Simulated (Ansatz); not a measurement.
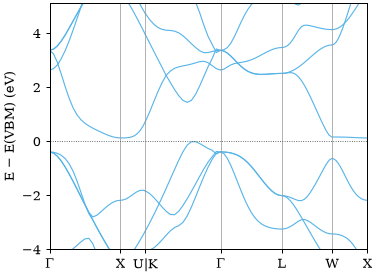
*Band structure from DFT-r²SCAN in the program Ansatz with PAW potentials*

**Question.** Read off the gap and where the band edges lie.

**Answer.** About 0.1 eV (0.13 eV by a search for the band edges); maximum on the K–Γ line, 64 % of the way from K, minimum at X.

**Question.** Pick the material that matches.
A. Be5Pt, F-43m (Be on 4c, Be on 16e, Pt on 4a)
B. Co3O4, Fd-3m (Co on 16d, Co on 8a, O on 32e)
C. BN, rock salt

**Answer.** A, Be5Pt, F-43m (Be on 4c, Be on 16e, Pt on 4a)

The first step of the workflow began from a Materials Project structure, measured or hypothetical; the Crystallography Open Database copy checked does not list it. With Be and Pt taken as one species the cell has the higher symmetry Fd-3m, so it may be an ordered model of a mixed-site phase. Whether it is the stable phase at ambient conditions was not checked. The cell was relaxed with r²SCAN under the symmetry of its start; whether a distortion lowers the energy is not shown. The run is not spin-polarised. Scalar-relativistic: spin–orbit coupling is off unless named, which matters more the heavier the elements.

Potentials: the later of the program's two PAW sets.
